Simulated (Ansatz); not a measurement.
Hypothetical CdI2 type CeO2: response to strain

Take CeO2 in the CdI2 type structure (space group P-3m1, No. 164; a hypothetical phase, not in the database extracts checked) as the base.

```yaml
crystal:
  lattice:
    - [3.56815, 0.00000, 0.00000]
    - [-1.78408, 3.09011, 0.00000]
    - [0.00000, 0.00000, 4.33165]
  atoms:
    - { symbol: Ce, position: [0.00000, 0.00000, 0.00000] }
    - { symbol: O, position: [0.66667, 0.33333, 0.20611] }
    - { symbol: O, position: [0.33333, 0.66667, 0.79389] }
```

Cartesian axes are those of the cell as printed.

Strains are applied to the cell and any free atomic positions relax; under biaxial strain the out-of-plane vector relaxes too.

All numbers come from PBEsol-D3(BJ) (Ansatz, a first-principles code), scalar-relativistic without spin-orbit coupling, earlier PAW set.

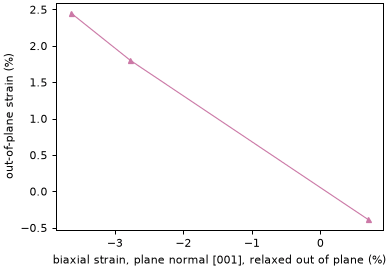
Figure. Out-of-plane strain against biaxial strain, plane normal [001], relaxed out of plane

```csv
"biaxial strain, plane normal [001], relaxed out of plane (%)",out-of-plane strain
-3.64,+2.45 %
-2.78,+1.80 %
0.69,-0.38 %
```

Stability against distortions was not tested. Seeded moments were not kept for the base. All final runs are without spin polarisation.
